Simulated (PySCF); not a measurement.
CH7NOSi

Input

```
{"job": {"kind": "nmr", "xc": "PBE0", "basis": "pcSseg-1"}, "charge": 0, "multiplicity": 1}
N     -1.176703     0.874343     0.006093
C     -0.729940    -0.516535    -0.108895
Si     1.179462    -0.526996    -0.024432
O      1.710363     0.741946    -0.885275
H     -0.964543     1.223681     0.935591
H     -2.183680     0.937523    -0.112304
H     -1.182701    -1.174100     0.645400
H     -1.065780    -0.882450    -1.081610
H      1.736472    -1.728524    -0.635534
H      1.601372    -0.376490     1.372580
H      1.081104     1.430272    -1.097658
```

Launched as:

```sh
OMP_NUM_THREADS=1 python probes_run.py task.json out
```

Geometry: GFN2-xTB.

These are results of PBE0/pcSseg-1, SCF density, gas phase, non-relativistic in PySCF, not measurements.

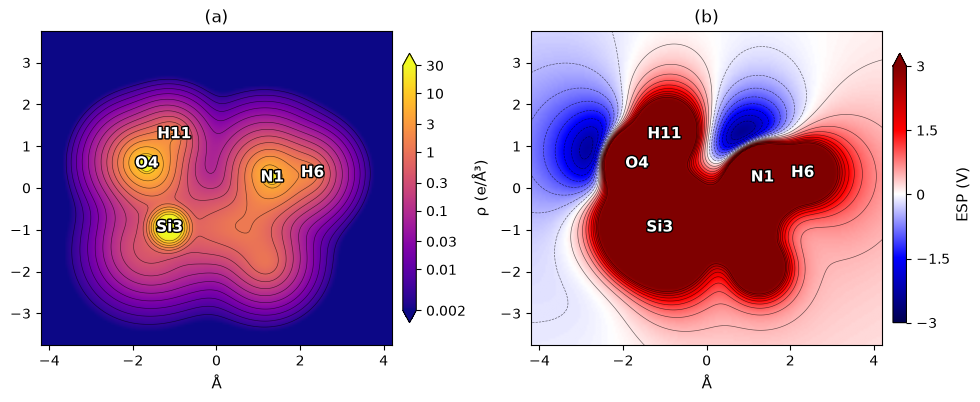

Figure 1. (a) electron density; (b) electrostatic potential on the plane of atoms Si3, O4 and H11.

### Read the bonding off the picture.

Atoms in the plane: N, Si, O and H. Si–O (1.62 Å): the density is about 1.2 e/Å³ at the midpoint. O–H (0.96 Å): the density is about 3.7 e/Å³ at the midpoint. N–H (1.02 Å): ρ at the midpoint is about 2.8 e/Å³. Outside the dense part of the molecule the potential is most negative (−2.4 V) near N1.

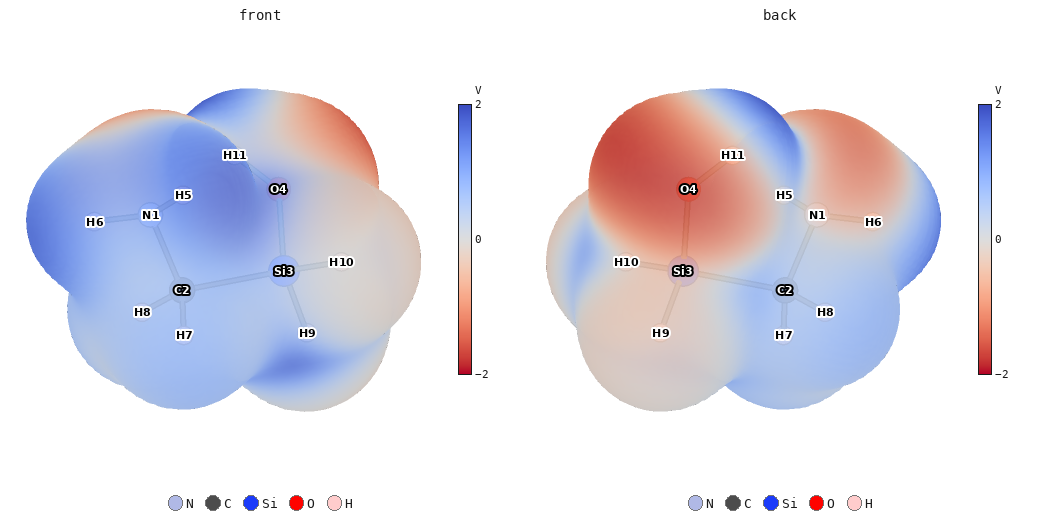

Figure 2. The molecular electrostatic potential painted on the density surface at 0.002 e/bohr³, seen from the front and from behind; the colour scale runs from red (negative) to blue (positive).

### Describe the electrostatic potential map.

The most negative region (about −1.7 V) lies over O4, the most positive (about +1.6 V) over H11. O4 is the likeliest acceptor of a hydrogen bond.

### How polar is the molecule by this calculation?

Its dipole moment is 2.79 D.
